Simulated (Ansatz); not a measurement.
The figure comes from a scan of GaP (zinc blende): a phonon pattern at X = (0.5, 0.5, 0.0) is frozen into a 4-atom cell, Q being the largest atomic displacement. The numbers are results of PBE (plane waves to 420 eV, PAW, scalar-relativistic; Ansatz, an electronic-structure program), not measurements. k mesh 10×10×10 (Γ-centred), Fermi-Dirac smearing 0.05 eV. E stands for the smeared free energy. GaP was relaxed with its symmetry unable to fall. The zero of ΔE is the undisplaced structure.

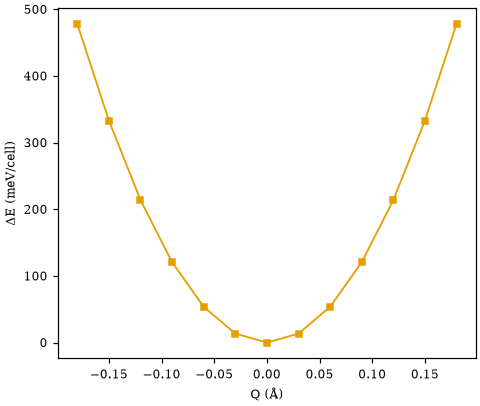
Figure: ΔE (meV/cell) against Q (Å); one marker a computed point.

**Question.** List the plotted points as numbers.

**Answer.** To the nearest 10:

```tsv
Q (Å)	ΔE (meV/cell)
-0.180	480
-0.150	330
-0.120	210
-0.090	120
-0.060	50
-0.030	10
0.000	0
0.030	10
0.060	50
0.090	120
0.120	210
0.150	330
0.180	480
```

(For displaced atoms, the force is minus the slope of the energy, and its curvature is a force constant, which sets phonon frequencies.)
